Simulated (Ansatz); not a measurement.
Ge2Sb2Te5 (P-3m1), computed twice by G0W0.

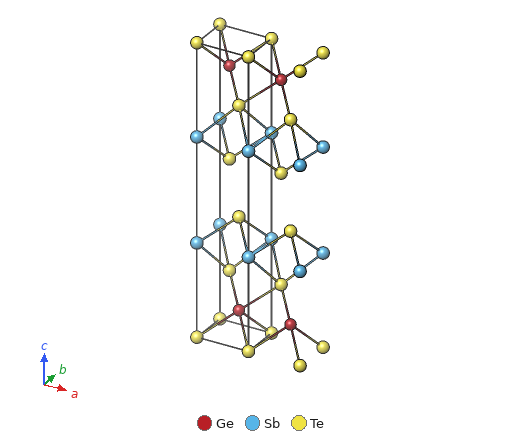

The structure (germanium red, antimony blue, tellurium yellow). Bonds to atoms that aren't drawn are left out. 2×1×1 cells are drawn. Some periodic images of atoms are drawn too.

```
Ge Sb Te
1.0
     4.29406    0.00000    0.00000
    -2.14703    3.71877    0.00000
     0.00000    0.00000   17.10135
Ge Sb Te
2 2 5
Cartesian
  0.0000 2.4792 15.3417
  2.1470 1.2396 1.7596
  0.0000 0.0000 11.6278
  0.0000 0.0000 5.4736
  0.0000 0.0000 0.0000
  2.1470 1.2396 13.6547
  0.0000 2.4792 3.4466
  0.0000 2.4792 9.9206
  2.1470 1.2396 7.1807
```

The cell and positions are those that the Materials Project relaxed with its own functionals (PBE, PBE+U or r2SCAN), kept fixed. Spin-orbit coupling is left out unless a run names it.

The first (Ansatz 0.2.0; start PBE with 15 % screened exact exchange, 6×6×2 mesh, 1027 empty bands, screening to 140 eV, PAW set soft_1 files; 1 × NVIDIA H100 80GB HBM3 (shared by 6 runs) with 2 threads of AMD EPYC 7R13 (Zen 3), shared host) gave, on its mesh: starting gap 0.39 eV, G0W0 gap 0.41 eV, RPA ε∞ (mean) 65.51, 6.8 min.

The second gave: starting gap 0.73 eV, G0W0 gap 0.52 eV, RPA ε∞ (mean) 30.85, 7.7 min.

**Question.** What was changed in the input? Choose among start, files, mesh, bands and cutoff, frequency model or another key.

Changed: start from PBE with 15 % screened exact exchange to PBE with 50 % screened exact exchange. A jump of this size in the start, with ε∞ moving the other way, marks another functional. Other changes could give like numbers; this is the one that was made.

Limits: not at the basis limit; mesh may overstate the screening; no spin-orbit coupling; coarse k mesh.

[Paths, hosts, dates, memory and timing lines, banners, echoed tables and standing remarks are left out of the program output.]

[Logs are printed without paths, hosts, clocks, repeated set-up lines and the standing remarks that a program may print on its own settings, such as how far it seeks lower states.]

[Runs of the session that timed out or met a known fault of the program may be left out.]

[Cells called generated may have been cut or substituted from an entry of the Crystallography Open Database or the Materials Project.]

[Hosts, paths, dates, database ids (printed as entryN), source tags and the programs' standing remarks are cut or masked in the printed files.]
